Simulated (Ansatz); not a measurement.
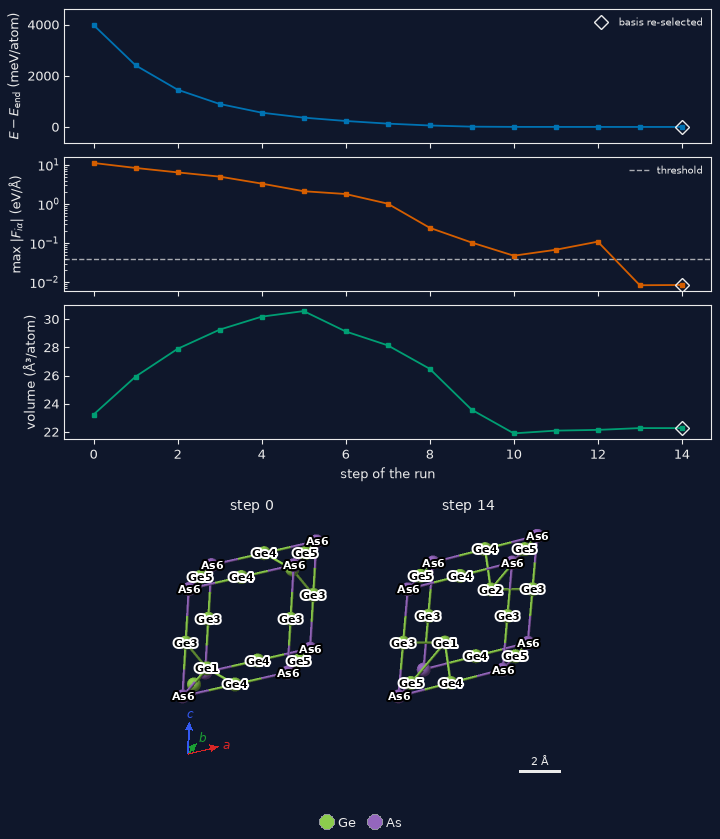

First and last geometry of a relaxation of solid Ge$_{5}$As (a generated structure, set up in R-3m) (coarse preliminary run), with the history of the run. A ball-and-stick model of the cell of the calculation, seen slightly off an axis.

All numbers below come from DFT PBE, scalar-relativistic, plane waves, PAW in Ansatz 0.2.0.

Input
```yaml
crystal:
  lattice:
    - [3.22385994, 1.8612964, 3.8712807]
    - [-3.22385994, 1.8612964, 3.8712807]
    - [0.0, -3.7225928, 3.8712807]
  atoms:
    - { symbol: Ge, position: [0.1810759, 0.1810759, 0.1810759] }
    - { symbol: Ge, position: [0.8189241, 0.8189241, 0.8189241] }
    - { symbol: Ge, position: [0.0, 0.0, 0.5] }
    - { symbol: Ge, position: [0.5, 0.0, 0.0] }
    - { symbol: Ge, position: [0.0, 0.5, 0.0] }
    - { symbol: As, position: [0.0, 0.0, 0.0] }
basis:
  ecutwfc: 420
kpoints:
  mp_grid: { grid: [3, 3, 3] }
hamiltonian:
  xc: pbe
scf:
  occupations: { method: gaussian, width: 0.1 }
  lower_state_search: "off"
output:
  forces: true
  stress: true
  eigenvalues: true
relax:
  adjacent_minimum: "off"
  f_tol: 0.04
  max_steps: 70
  cell: { stress_tol: 0.4 }
```

Launched with:
```bash
ansatz run input.yaml --threads 1 --pin off --max-ram 2560MiB --backend cpu --events-out ev --progress --plain --runs-dir out
```

**Read the history and describe the run.**

It converged. The largest moves relative to the cell, 1.85 Å, are those of Ge1 and Ge2. Ge1 goes along [1 1 1]. As stays in place. Cell: a = b = c 5.371 → 5.376 Å (+0.1 %), α 73.8° → 70.5°, β 73.8° → 70.5°, γ 73.8° → 70.5°. Volume −4.1 %. Some distances before and after: Ge1–As6 2.103 → 4.024 Å, Ge1–Ge3 1.869 → 2.699 Å. Bonds break: Ge1–As6 (2.10 → 4.02 Å), Ge2–As6 (2.10 → 4.02 Å). Among the angles between lasting bonds that change: Ge3–Ge1–Ge4 119.2° → 70.1°, Ge1–Ge3–As6 128.7° → 83.3°, Ge3–As6–Ge4 73.8° → 70.5°. The space group stays R-3m (No. 166). After 13 accepted moves (14 points after the start) the energy has fallen by 3984 meV per atom. The largest force component goes from 11 to 0.0085 eV/Å. Pressure: 76.08 GPa at the start and −0.12 GPa at the end. At 1 point the geometry stayed and the basis and grid were re-selected for the new cell (energy shift of 0.1 meV per atom at most each time). Cost: 51 s on 1 thread of Intel(R) Xeon(R) Platinum 8488C (Sapphire Rapids), with other jobs on the host, peak memory 0.47 GiB.

```csv
step,"E − E(0), meV/atom","largest force component, eV/Å","pressure, GPa","volume, Å³/atom",note
0,0.00,11.2526,76.08,23.230,
1,-1575.50,8.3881,43.02,25.925,
2,-2528.13,6.4652,24.13,27.895,
3,-3085.61,5.0363,13.34,29.257,
4,-3426.03,3.3398,6.07,30.179,
5,-3620.61,2.1297,1.44,30.576,
6,-3751.16,1.8064,0.07,29.129,
7,-3854.64,1.0229,-1.92,28.144,
8,-3926.37,0.2466,-2.77,26.477,
9,-3972.88,0.1033,-0.97,23.568,
10,-3981.69,0.0477,0.82,21.893,
11,-3982.90,0.0676,0.57,22.087,
12,-3983.50,0.1090,-0.22,22.139,
13,-3984.19,0.0084,-0.10,22.267,
14,-3984.05,0.0085,-0.12,22.267,"same geometry, new basis"
```

Limits of the set-up: the k-point mesh is coarse for a cell with partly filled bands.
